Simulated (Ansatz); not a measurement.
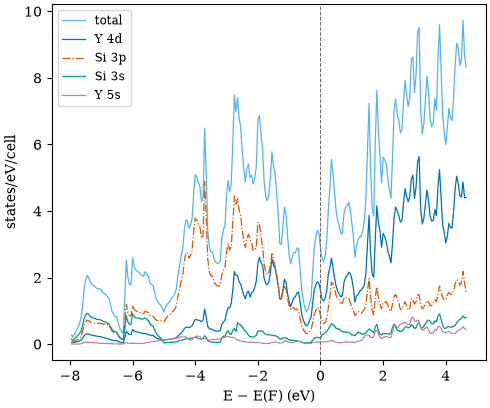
Fig. 1. Total and projected density of states of Y$_{3}$Si$_{5}$ in space group P-62m (No. 189; Y on 3f, Si on 2d, Si on 3g), PBE (plane waves, PAW; program Ansatz)

Which orbitals carry the states next to the Fermi level?

Within 0.5 eV of the Fermi level: Y 4d 51 %, Si 3p 31 %, Si 3s 9 %, outside the projected shells 6 %. Projections are on Löwdin-orthogonalised atomic valence shells; empty p or d shells of many metals are not among them.

Where is the tallest occupied peak in this window, and what makes it?

Near -2.8 eV, about 7.5 states/eV per cell; the largest projected share is Si 3p.

The start of the workflow was typed in or built on a structure type; neither database checked (COD, Materials Project) lists it. Whether it is the stable phase at ambient conditions was not checked. The PBE relaxation kept the symmetry of its start; its stability against distortions is not shown here. The run is not spin-polarised. Spin–orbit coupling is left out wherever it is not named.

Potentials: the later of the program's two PAW sets.
